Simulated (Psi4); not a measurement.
# doublet C2F4O+: levels of theory compared

Wanted: a comparison of 6 runs (U-r2SCAN/cc-pVDZ, U-revPBE/cc-pVDZ, UB3LYP/cc-pVDZ, UCAM-B3LYP/cc-pVDZ, USVWN5/cc-pVDZ, UTPSS/cc-pVDZ) of doublet C2F4O+. 

The calculation is run with Psi4 1.11.

## Step 1: The structure to begin with

The species is C2F4O+ (7 atoms), meant as a doublet with charge +1. SMILES of the parent species: `O=C(F)C(F)(F)F`. Geometry: relaxed at PBE0-D4/def2-TZVP. That shape belongs to the parent species and isn't relaxed for this state.

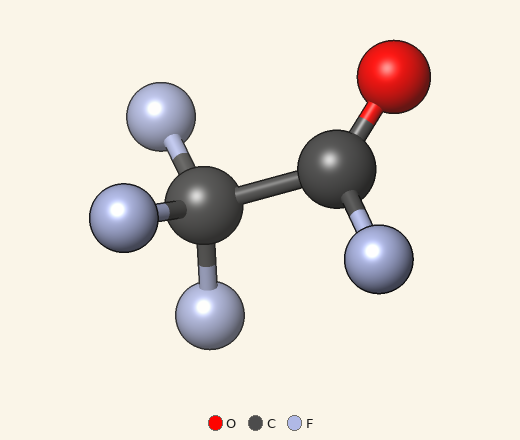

Viewed from a chosen angle; oxygen red, carbon dark grey, fluorine light blue.

## Step 2: A single-point energy at U-r2SCAN/cc-pVDZ (run 1)

input.inp reads:

```
memory 2200 MB

molecule system {
  1 2
  O      1.061180    -1.396170     0.701140
  C      0.088980    -0.798110     0.435150
  F     -1.136840    -1.201010     0.739860
  C      0.018150     0.551850    -0.306440
  F     -0.697880     0.418270    -1.418740
  F     -0.564330     1.461580     0.468830
  F      1.230750     0.963590    -0.619810
  units angstrom
  symmetry c1
  no_reorient
  no_com
}

set basis cc-pVDZ
set reference uks
set puream true
set e_convergence 1e-09
set d_convergence 1e-08
set scf_type pk
set dft_radial_points 99
set dft_spherical_points 590
set maxiter 100

result, w = energy("r2scan", return_wfn=True)
oeprop(w, "DIPOLE", "MULLIKEN_CHARGES", "QUADRUPOLE")
```

Started as:

```console
psi4 -n 1 input.inp input.out
```

input.out:

```text
[...]
  Running in c1 symmetry.
[...]
  Nuclear repulsion =  336.982269552340540
[...]
  Multiplicity = 2
[...]
  Nalpha       = 28
  Nbeta        = 27
[...]
    Number of basis functions: 98
[...]
   @UKS iter   1:  -550.05463226774214    3.60204e-01   5.19252e-03 ADIIS/DIIS
[...]
   @UKS iter  17:  -550.15390450544703   -1.70530e-12   7.06759e-09 DIIS
[...]
   @S^2 Observed:                7.558904602E-01
[...]
  @UKS Final Energy:  -550.15390450544703
   => Energetics <=
    Nuclear Repulsion Energy =            336.9822695523405400
    One-Electron Energy =               -1416.6081159535551706
    Two-Electron Energy =                 590.1024595399328518
    DFT Exchange-Correlation Energy =     -60.6305176441652307
    Empirical Dispersion Energy =           0.0000000000000000
    VV10 Nonlocal Energy =                  0.0000000000000000
    Total Energy =                       -550.1539045054470307
[...]
 Multipole Moments:
 ------------------------------------------------------------------------------------
     Multipole            Electronic (a.u.)      Nuclear  (a.u.)        Total (a.u.)
 ------------------------------------------------------------------------------------
 L = 1.  Multiply by 2.5417464519 to convert [e a0] to [Debye]
 Dipole X            :          2.7302658           -2.6125086            0.1177573
 Dipole Y            :         -4.7919117            4.0344708           -0.7574409
 Dipole Z            :          2.4655550           -2.0548126            0.4107424
 Magnitude           :                                                    0.8696510
 L = 2.  Multiply by 1.3450342976 to convert [e a0^2] to [Debye ang]
 Quadrupole XX       :       -171.6706902          148.4570407          -23.2136495
 Quadrupole XY       :         -2.9974791            2.4729984           -0.5244807
[...]
```

Wall time 48 s (1 thread of Intel Xeon 6975P-C (Granite Rapids), shared host); peak memory 1.1 GiB.

## Step 3: Energy and forces at U-revPBE/cc-pVDZ (run 2)

calc.inp reads:

```
memory 2200 mb

molecule {
  1 2
  O
  C 1 R2
  F 2 R3 1 A3
  C 2 R4 1 A4 3 D4
  F 4 R5 2 A5 1 D5
  F 4 R6 5 A6 2 D6
  F 4 R7 5 A7 6 D7

  R2 = 1.172007
  R3 = 1.325825
  A3 = 124.03639
  R4 = 1.54187
  A4 = 126.444
  D4 = 179.97826
  R5 = 1.329569
  A5 = 109.82491
  D5 = 120.48043
  R6 = 1.329637
  A6 = 108.69957
  D6 = -120.14246
  R7 = 1.318381
  A7 = 109.13886
  D7 = -118.93529
  symmetry c1
  no_reorient
  no_com
}

set {
  reference uks
  puream true
  e_convergence 1e-09
  d_convergence 1e-08
  scf_type pk
  dft_radial_points 99
  dft_spherical_points 590
  maxiter 100
}

E, wfn = gradient("revpbe/cc-pVDZ", return_wfn=True)
oeprop(wfn, "MULLIKEN_CHARGES", "MAYER_INDICES", "WIBERG_LOWDIN_INDICES", title="REVPBE")
print_variables()
```

Started as:

```console
psi4 -n 1 calc.inp calc.out
```

calc.out:

```text
[...]
  Running in c1 symmetry.
[...]
  Nuclear repulsion =  336.982293346171559
[...]
  Multiplicity = 2
[...]
  Nalpha       = 28
  Nbeta        = 27
[...]
    Number of basis functions: 98
[...]
   @UKS iter   1:  -550.12591760480814    4.10014e-01   5.21084e-03 DIIS/ADIIS
[...]
   @UKS iter  15:  -550.22571204947815   -4.26326e-11   8.02174e-09 DIIS
[...]
   @S^2 Observed:                7.526456153E-01
[...]
  @UKS Final Energy:  -550.22571204947815
   => Energetics <=
    Nuclear Repulsion Energy =            336.9822933461715593
    One-Electron Energy =               -1416.7187854149315172
    Two-Electron Energy =                 590.1925634790652566
    DFT Exchange-Correlation Energy =     -60.6817834597832828
    Empirical Dispersion Energy =           0.0000000000000000
    VV10 Nonlocal Energy =                  0.0000000000000000
    Total Energy =                       -550.2257120494781475
[...]
  -Total Gradient:
     Atom            X                  Y                   Z
    ------   -----------------  -----------------  -----------------
       1        0.000002931690    -0.011208309800     0.060811919688
       2       -0.000014865350     0.068417752221    -0.051867114458
       3       -0.000001289563    -0.011817115440     0.005879631082
       4       -0.000012894245    -0.079306002871    -0.037263888912
       5        0.012901880825     0.018083279502     0.003340435213
       6       -0.012937017547     0.018052257126     0.003412603777
       7        0.000061680467    -0.002211440320     0.015718315304
[...]
```

Run time: 29 s. Hardware: 1 thread of Intel Xeon 6975P-C (Granite Rapids), shared host; peak memory 1.3 GiB.

Runs 3 to 5 aren't shown in full; the table further down has their settings and results.

## Step 4: A single-point energy at UTPSS/cc-pVDZ (run 6)

c2f4o.inp reads:

```
memory 2.2 GB

molecule {
  1 2
  O      1.061180    -1.396170     0.701140
  C      0.088980    -0.798110     0.435150
  F     -1.136840    -1.201010     0.739860
  C      0.018150     0.551850    -0.306440
  F     -0.697880     0.418270    -1.418740
  F     -0.564330     1.461580     0.468830
  F      1.230750     0.963590    -0.619810
  symmetry c1
  no_reorient
  no_com
}

set globals {
  basis                cc-pVDZ
  reference            uks
  puream               true
  e_convergence        1e-09
  d_convergence        1e-08
  scf_type             pk
  dft_radial_points    99
  dft_spherical_points 590
  maxiter              100
}

e, wfn = energy('tpss', return_wfn=True)
oeprop(wfn, 'MAYER_INDICES', 'MULLIKEN_CHARGES', 'LOWDIN_CHARGES')
```

Started as:

```console
psi4 -n 1 c2f4o.inp c2f4o.out
```

c2f4o.out:

```text
[...]
  Running in c1 symmetry.
[...]
  Nuclear repulsion =  336.982269552340540
[...]
  Multiplicity = 2
[...]
  Nalpha       = 28
  Nbeta        = 27
[...]
    Number of basis functions: 98
[...]
   @UKS iter   1:  -550.33928595638963    3.97895e-01   5.43058e-03 ADIIS/DIIS
[...]
   @UKS iter  16:  -550.44628974226407   -1.25056e-12   4.79443e-09 DIIS
[...]
   @S^2 Observed:                7.535691414E-01
[...]
  @UKS Final Energy:  -550.44628974226407
   => Energetics <=
    Nuclear Repulsion Energy =            336.9822695523405400
    One-Electron Energy =               -1416.8226542018951477
    Two-Electron Energy =                 590.3316660380233998
    DFT Exchange-Correlation Energy =     -60.9375711307328700
    Empirical Dispersion Energy =           0.0000000000000000
    VV10 Nonlocal Energy =                  0.0000000000000000
    Total Energy =                       -550.4462897422640708
[...]
 Multipole Moments:
 ------------------------------------------------------------------------------------
     Multipole            Electronic (a.u.)      Nuclear  (a.u.)        Total (a.u.)
 ------------------------------------------------------------------------------------
 L = 1.  Multiply by 2.5417464519 to convert [e a0] to [Debye]
 Dipole X            :          2.6956207           -2.6125086            0.0831121
 Dipole Y            :         -4.6972586            4.0344708           -0.6627878
 Dipole Z            :          2.4155737           -2.0548126            0.3607611
 Magnitude           :                                                    0.7591731
[...]
```

It took 53 s on 1 thread of Intel Xeon 6975P-C (Granite Rapids), shared host; peak memory 1.2 GiB.

## Step 5: The series

| run | level | task | energy (Eh) | HOMO energy (eV) | LUMO energy (eV) | ⟨S²⟩ | wall time |
| --- | --- | --- | --- | --- | --- | --- | --- |
| 1 | U-r2SCAN/cc-pVDZ | energy | -550.153905 | -17.10 | -15.94 | 0.756 | 48 s |
| 2 | U-revPBE/cc-pVDZ | gradient | -550.225712 | -16.45 | -15.71 | 0.753 | 29 s |
| 3 | UB3LYP/cc-pVDZ | energy | -550.368448 | -18.24 | -15.45 | 0.756 | 24 s |
| 4 | UCAM-B3LYP/cc-pVDZ | gradient | -550.218001 | -19.98 | -14.12 | 0.758 | 47 s |
| 5 | USVWN5/cc-pVDZ | gradient | -546.666259 | -16.81 | -16.19 | 0.752 | 24 s |
| 6 | UTPSS/cc-pVDZ | energy | -550.446290 | -16.67 | -15.76 | 0.754 | 53 s |

## Step 6: Outcome

| quantity | value |
| --- | --- |
| run 6: total energy | -550.44629 Eh |
| run 6: HOMO energy (highest over α and β) | -16.67 eV |
| run 6: LUMO energy (lowest over α and β) | -15.76 eV |
| run 6: ⟨S²⟩ | 0.754 |

What this shows: Totals of different functionals can't be ranked against each other. All runs together took 3.7 min, the longest 53 s.
